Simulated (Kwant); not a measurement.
Model system: Ge/Si0.2Ge0.8 stack with 1 barrier. One parabolic valley. Leads of mass 0.12 mₑ with the band edge at 0; grid 0.1 nm; bias 0 V, dropping linearly over the stack.

```json
[
 {"layer": "1", "thickness (nm)": "7.2", "band offset (eV)": "0.12", "mass (mₑ)": "0.14"}
]
```

Constants are typed, rounded textbook-type inputs, not results; the design itself was drawn at random and stands for no fabricated device.

Model: one-band effective-mass tight-binding model in one dimension, coherent, no space charge (Kwant).

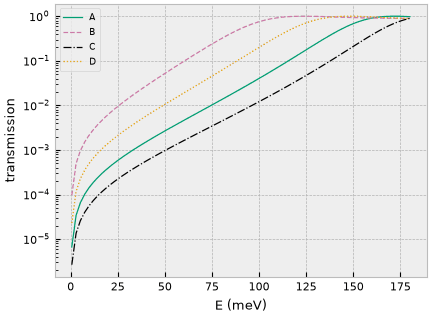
Fig. 1. Transmission of 4 runs

| E (meV) | A | B | C | D |
|---|---|---|---|---|
| 0.6000 | 6.7e-6 | 9.7e-5 | 2.7e-6 | 2.3e-5 |
| 9.683 | 0.00014 | 0.0021 | 5.5e-5 | 0.00049 |
| 21.04 | 0.00043 | 0.0069 | 0.00017 | 0.0016 |
| 30.12 | 0.00082 | 0.014 | 0.00031 | 0.0030 |
| 41.48 | 0.0017 | 0.030 | 0.00061 | 0.0063 |
| 52.83 | 0.0031 | 0.062 | 0.0011 | 0.012 |
| 61.91 | 0.0051 | 0.11 | 0.0018 | 0.021 |
| 73.27 | 0.0093 | 0.22 | 0.0031 | 0.041 |
| 84.62 | 0.017 | 0.40 | 0.0055 | 0.080 |
| 93.71 | 0.028 | 0.61 | 0.0088 | 0.14 |
| 105.1 | 0.054 | 0.85 | 0.016 | 0.27 |
| 116.4 | 0.11 | 0.98 | 0.029 | 0.50 |
| 125.5 | 0.18 | 1.00 | 0.048 | 0.72 |
| 136.8 | 0.36 | 0.97 | 0.094 | 0.94 |
| 148.2 | 0.63 | 0.94 | 0.19 | 1.00 |
| 157.3 | 0.86 | 0.91 | 0.33 | 0.98 |
| 168.7 | 0.99 | 0.90 | 0.61 | 0.93 |
| 180.0 | 0.98 | 0.90 | 0.89 | 0.89 |

Column A is the base. The others each differ by one change: height of the first barrier 0.12 → 0.072 eV; height of the first barrier 0.12 → 0.096 eV; height of the first barrier 0.12 → 0.14 eV. Which is which?

B: height of the first barrier 0.12 → 0.072 eV; C: height of the first barrier 0.12 → 0.14 eV; D: height of the first barrier 0.12 → 0.096 eV.
